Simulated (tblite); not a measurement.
Geometry relaxation, with input and output: C$_{7}$H$_{12}$AlFS (part 1 of 3)

C$_{7}$H$_{12}$AlFS, computed with GFN2-xTB geometry optimisation, gas phase (tblite 0.8.0).

It belongs to a series of runs on one base structure; here: H on C replaced by ethynyl.

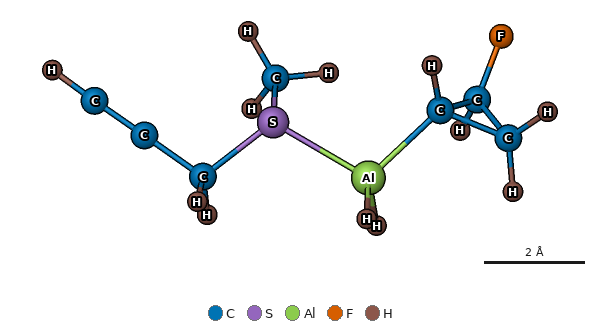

*The structure as given in the input (ball-and-stick view, seen at a tilt). Sticks mark near contacts.*

Bond lengths as drawn: Al–C 1.99 Å, Al–H 1.58 to 1.59 Å, Al–S 2.23 Å, C–C 1.23 to 1.52 Å, C–F 1.38 Å, C–H 1.06 to 1.13 Å and C–S 1.79 to 1.80 Å.

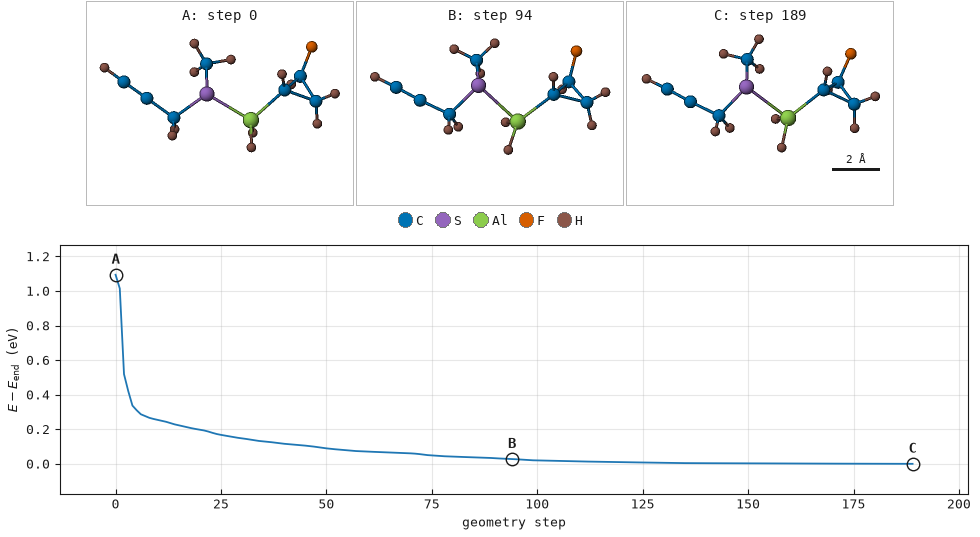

*Frames of the relaxation (ball-and-stick view, seen at a tilt) above the curves, on which the letters mark them (steps are counted from 0).*

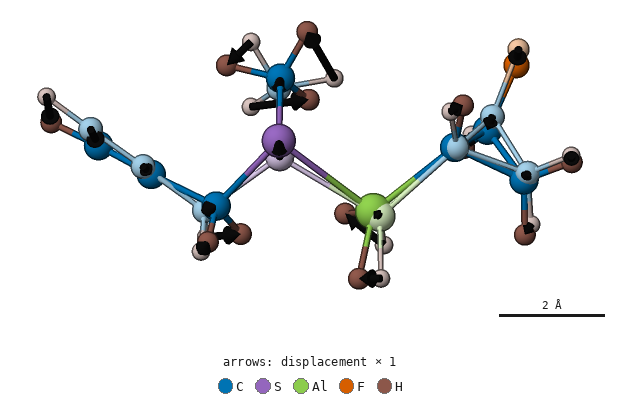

*Start (faint) and end (solid) with the displacements as black arrows, at true length (ball-and-stick view, seen at a tilt). The two geometries are laid on each other by the best rigid fit.*

The atom that moves furthest after the best rigid fit is H16 (1.60 Å). Largest moves by element: H 1.60 Å, C 0.79 Å, S 0.75 Å, F 0.61 Å, Al 0.17 Å. Distances before and after: S4–Al6 2.233 → 2.460 Å, C3–S4 1.788 → 1.838 Å, C8–H21 1.121 → 1.080 Å, C8–C9 1.519 → 1.480 Å. Among the angles that change: C3–S4–Al6 112.1° → 88.0°, C5–S4–Al6 107.8° → 92.5°, Al6–C7–H19 116.0° → 130.6°. Over 189 geometry steps the energy falls by 1.094 eV. The largest force component goes from 3 to 0.007 eV/Å. (Atoms are counted from 1 in the order of the input.)

The input that produced these results follows, with the program's output.

Input file
```
{"job": {"kind": "relax", "xc": "GFN2-xTB", "basis": "xTB"}, "charge": 0, "multiplicity": 1}
C      4.680000     0.979700     0.074100
C      3.701200     0.455000    -0.458200
C      2.555200    -0.172500    -1.085600
S      1.091000     0.513300    -0.321300
C      1.158800     0.107700     1.430400
Al    -0.783400    -0.369800    -1.154000
C     -2.287200     0.446400    -0.139200
C     -3.603800    -0.219300    -0.342000
C     -2.900100    -0.351700     0.998100
F     -3.423900     0.389100     2.040200
H      5.502400     1.460900     0.527100
H      2.585700     0.144000    -2.170000
H      2.588300    -1.274200    -1.025000
H      1.650300     0.911900     1.989700
H      1.746600    -0.804900     1.561100
H      0.116500    -0.112300     1.756000
H     -0.768500    -1.938900    -0.872600
H     -0.847200    -0.073200    -2.700300
H     -2.227400     1.533100     0.020900
H     -3.623400    -1.151000    -0.927500
H     -4.476500     0.482400    -0.382500
H     -2.444900    -1.336800     1.179800
```

The first line tells a small driver script what to run in tblite; the rest is the geometry in Å.

Command:
```bash
OMP_NUM_THREADS=1 python <driver script> task.json out
```

What the program printed
```
step      E/eV     max force
  0    -816.84446    3.490
  1    -816.92418    9.959
  2    -817.41953    1.253
  3    -817.51697    0.841
  4    -817.60130    0.485
  5    -817.62831    0.408
  6    -817.65162    0.239
  7    -817.66166    0.223
  8    -817.67204    0.190
  9    -817.67868    0.173
 10    -817.68418    0.191
 11    -817.68912    0.193
 12    -817.69523    0.218
 13    -817.70269    0.214
 14    -817.70996    0.205
 15    -817.71578    0.200
 16    -817.72105    0.195
 17    -817.72662    0.205
 18    -817.73215    0.185
 19    -817.73680    0.159
 20    -817.74075    0.148
 21    -817.74529    0.174
 22    -817.75163    0.230
 23    -817.75921    0.210
 24    -817.76589    0.223
 25    -817.77079    0.140
 26    -817.77492    0.176
 27    -817.77936    0.187
 28    -817.78385    0.204
 29    -817.78771    0.186
 30    -817.79101    0.114
 31    -817.79443    0.142
 32    -817.79844    0.214
 33    -817.80260    0.248
 34    -817.80590    0.178
 35    -817.80831    0.099
 36    -817.81059    0.109
 37    -817.81328    0.161
 38    -817.81635    0.175
 39    -817.81951    0.126
 40    -817.82232    0.096
 41    -817.82464    0.130
 42    -817.82675    0.155
 43    -817.82874    0.127
 44    -817.83076    0.100
 45    -817.83302    0.129
 46    -817.83570    0.136
 47    -817.83855    0.164
 48    -817.84207    0.153
 49    -817.84556    0.144
 50    -817.84876    0.151
 51    -817.85147    0.133
 52    -817.85386    0.112
 53    -817.85606    0.112
 54    -817.85815    0.107
 55    -817.86022    0.130
 56    -817.86240    0.127
 57    -817.86435    0.098
 58    -817.86565    0.098
 59    -817.86653    0.123
 60    -817.86732    0.090
 61    -817.86875    0.072
 62    -817.86973    0.082
 63    -817.87076    0.070
 64    -817.87145    0.084
 65    -817.87228    0.087
 66    -817.87332    0.083
 67    -817.87452    0.080
 68    -817.87561    0.080
 69    -817.87657    0.065
 70    -817.87769    0.073
 71    -817.87934    0.106
 72    -817.88178    0.185
 73    -817.88489    0.227
 74    -817.88786    0.186
 75    -817.88970    0.147
 76    -817.89130    0.129
 77    -817.89282    0.077
 78    -817.89451    0.055
 79    -817.89554    0.055
 80    -817.89651    0.074
 81    -817.89735    0.065
 82    -817.89831    0.066
 83    -817.89919    0.071
 84    -817.90002    0.065
 85    -817.90083    0.053
 86    -817.90161    0.060
 87    -817.90235    0.058
 88    -817.90321    0.067
 89    -817.90436    0.075
 90    -817.90591    0.091
 91    -817.90726    0.102
 92    -817.90827    0.147
 93    -817.90942    0.080
 94    -817.91057    0.063
 95    -817.91186    0.066
 96    -817.91339    0.084
 97    -817.91510    0.079
 98    -817.91672    0.067
 99    -817.91788    0.059
100    -817.91847    0.103
101    -817.91919    0.071
102    -817.91975    0.055
103    -817.92033    0.048
104    -817.92065    0.048
105    -817.92117    0.093
106    -817.92153    0.146
107    -817.92197    0.073
108    -817.92263    0.063
109    -817.92317    0.099
110    -817.92396    0.104
111    -817.92469    0.076
112    -817.92524    0.049
113    -817.92544    0.093
114    -817.92605    0.064
115    -817.92652    0.045
116    -817.92707    0.048
117    -817.92746    0.041
118    -817.92782    0.044
119    -817.92819    0.048
120    -817.92859    0.042
121    -817.92897    0.030
122    -817.92935    0.032
123    -817.92975    0.042
124    -817.93014    0.048
125    -817.93055    0.073
126    -817.93099    0.059
127    -817.93175    0.046
128    -817.93208    0.051
129    -817.93252    0.037
130    -817.93278    0.036
131    -817.93304    0.039
132    -817.93333    0.040
133    -817.93365    0.037
134    -817.93392    0.062
135    -817.93415    0.036
136    -817.93435    0.026
137    -817.93455    0.024
138    -817.93464    0.022
139    -817.93474    0.013
140    -817.93479    0.012
141    -817.93482    0.014
142    -817.93485    0.015
143    -817.93488    0.015
144    -817.93493    0.017
145    -817.93500    0.019
146    -817.93507    0.020
147    -817.93514    0.017
148    -817.93521    0.016
149    -817.93529    0.017
150    -817.93539    0.022
151    -817.93551    0.027
152    -817.93562    0.027
153    -817.93574    0.020
154    -817.93586    0.024
155    -817.93599    0.026
156    -817.93612    0.027
157    -817.93623    0.023
158    -817.93633    0.022
159    -817.93644    0.022
160    -817.93657    0.028
161    -817.93671    0.030
162    -817.93684    0.023
163    -817.93693    0.023
164    -817.93700    0.016
165    -817.93705    0.018
166    -817.93710    0.018
167    -817.93714    0.012
168    -817.93717    0.012
169    -817.93720    0.012
170    -817.93723    0.014
171    -817.93727    0.015
172    -817.93732    0.016
173    -817.93738    0.016
174    -817.93743    0.014
175    -817.93748    0.018
176    -817.93754    0.019
177    -817.93761    0.023
178    -817.93770    0.023
179    -817.93778    0.018
180    -817.93784    0.017
181    -817.93790    0.018
182    -817.93797    0.019
183    -817.93805    0.023
184    -817.93812    0.022
185    -817.93818    0.014
186    -817.93823    0.015
187    -817.93826    0.013
188    -817.93828    0.015
189    -817.93829    0.010
```

Trajectory as extended XYZ (Å, eV, eV/Å), 22 of the 190 frames kept, from step=0 to step=189
```
22
Properties=species:S:1:pos:R:3:forces:R:3 step=0 energy=-816.84446
C     4.6800    0.9797    0.0741   -2.6840  -1.3810  -1.3970
C     3.7012    0.4550   -0.4582    2.9580   1.1550   1.4470
C     2.5552   -0.1725   -1.0856    1.3870  -0.1040  -0.8460
S     1.0910    0.5133   -0.3213   -0.0770   1.4960   0.0810
C     1.1588    0.1077    1.4304   -0.0130  -0.7710   0.5580
Al   -0.7834   -0.3698   -1.1540   -2.2430  -1.5840  -1.0780
C    -2.2872    0.4464   -0.1392    1.7110   0.2130   0.3890
C    -3.6038   -0.2193   -0.3420   -0.7430   0.4090   0.6130
C    -2.9001   -0.3517    0.9981   -0.2150   0.5400  -1.5710
F    -3.4239    0.3891    2.0402    0.3360  -0.8100  -0.0390
H     5.5024    1.4609    0.5271   -0.2020  -0.1340  -0.1160
H     2.5857    0.1440   -2.1700   -0.4210  -0.3490   0.9180
H     2.5883   -1.2742   -1.0250   -0.0260   0.3810   0.0310
H     1.6503    0.9119    1.9897   -0.4190  -0.1470  -0.1870
H     1.7466   -0.8049    1.5611   -0.0900   0.0860  -0.0090
H     0.1165   -0.1123    1.7560    0.6950   0.4220  -0.1130
H    -0.7685   -1.9389   -0.8726    0.4360   0.2340   0.1840
H    -0.8472   -0.0732   -2.7003    0.5050   0.2310   0.2350
H    -2.2274    1.5331    0.0209   -0.8100  -0.1060   0.0870
H    -3.6234   -1.1510   -0.9275   -0.2240   0.7590   0.1100
H    -4.4765    0.4824   -0.3825    0.6500  -1.1420  -0.0210
H    -2.4449   -1.3368    1.1798   -0.5110   0.6040   0.7240
22
Properties=species:S:1:pos:R:3:forces:R:3 step=9 energy=-817.67868
C     4.6778    0.9794    0.0779   -0.0320  -0.0560  -0.0390
C     3.7731    0.4178   -0.4724   -0.0100   0.1240   0.0630
C     2.5976   -0.1502   -1.0803    0.0770   0.0000   0.0480
S     1.0769    0.5937   -0.3389    0.0170   0.0640  -0.0170
C     1.1692    0.0841    1.4106   -0.0220   0.0320  -0.0450
Al   -0.9251   -0.4945   -1.2491    0.0310  -0.0480   0.0120
C    -2.2352    0.4850   -0.1246   -0.0400  -0.0610   0.0550
C    -3.5934   -0.1878   -0.3340   -0.0070  -0.0510   0.0420
C    -2.8868   -0.3282    0.9623   -0.0580  -0.0350   0.0350
F    -3.3970    0.3235    2.0609    0.0510  -0.0460  -0.1320
H     5.5004    1.4506    0.5305   -0.0240  -0.0730  -0.0260
H     2.5427    0.1274   -2.1341   -0.0180  -0.0180  -0.0150
H     2.5710   -1.2364   -0.9856   -0.0610   0.0100   0.0690
H     1.6158    0.8914    1.9825    0.0530   0.0090  -0.0480
H     1.7510   -0.8221    1.5261    0.0150  -0.0500  -0.1090
H     0.1509   -0.0792    1.7478   -0.0890  -0.0340  -0.0140
H    -0.6802   -1.9944   -0.8352    0.0920   0.1300  -0.0300
H    -0.7593   -0.0496   -2.7365    0.1100  -0.0940   0.0820
H    -2.3342    1.5595    0.0519   -0.0460  -0.0780   0.0290
H    -3.6469   -1.0788   -0.9569    0.0260   0.1210   0.0340
H    -4.4788    0.4276   -0.3783   -0.0350  -0.0050   0.0650
H    -2.5000   -1.3002    1.2746   -0.0310   0.1590  -0.0600
22
Properties=species:S:1:pos:R:3:forces:R:3 step=18 energy=-817.73215
C     4.6911    0.9567    0.0763   -0.0790  -0.0310  -0.0250
C     3.7463    0.4522   -0.4612    0.0730   0.0240   0.0260
C     2.5681   -0.1210   -1.0598    0.0540   0.0190  -0.0010
S     1.0628    0.6864   -0.3609    0.1060  -0.0070  -0.0270
C     1.1517    0.0845    1.3510   -0.0070   0.0520   0.0070
Al   -0.8956   -0.4789   -1.2241    0.0840  -0.0630  -0.0010
C    -2.2628    0.4801   -0.1259   -0.0140  -0.0270   0.0420
C    -3.6244   -0.1838   -0.3231    0.0040  -0.0810   0.0750
C    -2.9026   -0.3417    0.9644   -0.0190  -0.0180  -0.0150
F    -3.4039    0.3307    2.0558    0.0660  -0.1390  -0.1020
H     5.5287    1.3984    0.5301   -0.0190  -0.0420  -0.0320
H     2.5360    0.0861   -2.1293   -0.0110   0.0180  -0.0350
H     2.5238   -1.2002   -0.8947   -0.1010   0.0550   0.0230
H     1.6325    0.8554    1.9409    0.0470   0.0150   0.1070
H     1.7215   -0.8357    1.3996   -0.0030  -0.0440  -0.0540
H     0.1412   -0.0844    1.7073   -0.1110   0.0030  -0.0100
H    -0.5420   -1.9492   -0.8147    0.0180   0.0440   0.1300
H    -0.6203   -0.1332   -2.7081   -0.0210   0.0530  -0.0760
H    -2.3671    1.5459    0.0903    0.0440   0.0130  -0.0500
H    -3.6741   -1.0485   -0.9796   -0.0600   0.0520   0.0980
H    -4.5183    0.4243   -0.3167    0.0370  -0.0140  -0.0340
H    -2.5030   -1.3054    1.2816   -0.0860   0.1170  -0.0460
22
Properties=species:S:1:pos:R:3:forces:R:3 step=27 energy=-817.77936
C     4.6959    0.9315    0.0770   -0.0220  -0.0760  -0.0800
C     3.7519    0.4482   -0.4808    0.0470  -0.0260   0.0530
C     2.5447   -0.0809   -1.0605   -0.0500   0.0540   0.0440
S     1.0967    0.8275   -0.3534    0.0940  -0.0330  -0.0820
C     1.1278    0.1055    1.3114   -0.0190   0.0100  -0.0180
Al   -0.8176   -0.4583   -1.2017    0.0030  -0.0580   0.0890
C    -2.2689    0.4386   -0.1518   -0.0410   0.0030   0.0540
C    -3.6525   -0.1863   -0.3155   -0.0290  -0.1050   0.0890
C    -2.9099   -0.3638    0.9557   -0.0100  -0.0430  -0.0270
F    -3.3881    0.2885    2.0682    0.1360  -0.0360  -0.1230
H     5.5622    1.3287    0.5165   -0.0220  -0.0020  -0.0060
H     2.5305    0.0662   -2.1417   -0.0680   0.0510   0.0410
H     2.4094   -1.1411   -0.8276    0.0320   0.0490  -0.0840
H     1.6441    0.7828    1.9822   -0.0060   0.0480   0.0220
H     1.6462   -0.8450    1.2736   -0.0130  -0.0760   0.0390
H     0.1022   -0.0472    1.6325   -0.1000   0.0310   0.0420
H    -0.3898   -1.8634   -0.6422    0.0710   0.0400  -0.0030
H    -0.5413   -0.1668   -2.7067   -0.0050  -0.0140   0.0290
H    -2.3372    1.5104    0.0518   -0.0330   0.0340  -0.0120
H    -3.7610   -1.0626   -0.9445    0.0050   0.0640  -0.0310
H    -4.5298    0.4464   -0.2894    0.0770   0.0130  -0.0320
H    -2.5259   -1.3402    1.2459   -0.0470   0.0700  -0.0040
```
